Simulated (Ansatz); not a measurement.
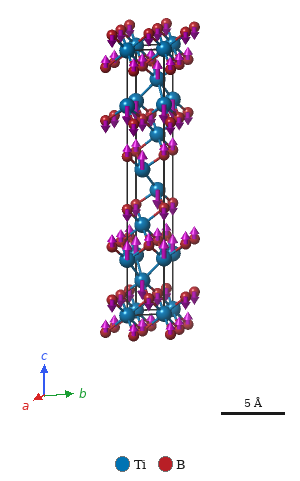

A relaxation of solid Ti3B2 (built on the tetradymite_166 type) (coarse preliminary run). The starting structure is drawn; purple arrows show the displacements (the part carried along by the change of the cell is left out), magnified 5 times.

Style: ball-and-stick. Shown: the conventional cell (3 times the calculation's cell), slightly off an axis. Lengths and directions refer to the drawn axes.

Case: tetradymite type (R-3m, No. 166).

Computed with Ansatz, DFT PBE, scalar-relativistic, plane waves, PAW.

Input
```yaml
crystal:
  lattice:
    - [1.5284978838, 0.8824786646, 7.0853630305]
    - [-1.5284978838, 0.8824786646, 7.0853630305]
    - [0.0, -1.7649573293, 7.0853630305]
  atoms:
    - { symbol: Ti, position: [0.0, 0.0, 0.0] }
    - { symbol: Ti, position: [0.2095, 0.2095, 0.2095] }
    - { symbol: Ti, position: [0.7905, 0.7905, 0.7905] }
    - { symbol: B, position: [0.4, 0.4, 0.4] }
    - { symbol: B, position: [0.6, 0.6, 0.6] }
basis:
  ecutwfc: 420
kpoints:
  mp_grid: { grid: [6, 6, 6] }
hamiltonian:
  xc: pbe
scf:
  occupations: { method: gaussian, width: 0.1 }
  lower_state_search: "off"
output:
  forces: true
  stress: true
  eigenvalues: true
relax:
  adjacent_minimum: "off"
  f_tol: 0.04
  max_steps: 70
  cell: { stress_tol: 0.4 }
```

Launched with:
```bash
ansatz run input.yaml --threads 1 --pin off --max-ram 2560MiB --backend cpu --events-out ev --progress --plain --runs-dir out
```

Question: Atoms of which element are displaced furthest, and by how much?

Answer: Titanium: up to 0.32 Å, against 0.21 Å for boron.

Question: What happened in the run?

Answer: After 8 accepted moves (10 points after the start) the energy has fallen by 220 meV per atom. The largest force component goes from 2.4 to 0.0022 eV/Å. The pressure goes from 19.50 to 0.00 GPa. At 2 points the geometry stayed and the basis and grid were re-selected for the new cell (energy shift of 2.6 meV per atom at most each time). The largest moves relative to the cell, 0.32 Å, are those of Ti2 and Ti3. Ti3 goes along −c. Largest moves by element: Ti 0.32 Å, B 0.21 Å. The drawn cell changes as follows: a = b 3.057 → 3.147 Å (+3.0 %), c 21.256 → 23.487 Å (+10.5 %); the volume changes by +17.1 %. Near-neighbour distances that change, for instance: Ti2–Ti3 2.536 → 3.213 Å, Ti1–Ti1 3.057 → 3.147 Å, Ti2–B5 2.143 → 2.196 Å, Ti1–Ti2 3.169 → 3.164 Å. Among the angles between lasting bonds that change: Ti1–B4–Ti1 85.0° → 87.9°, B4–Ti1–B4 85.0° → 87.9°, B4–Ti1–B5 95.0° → 92.1°. The space group stays R-3m (No. 166).
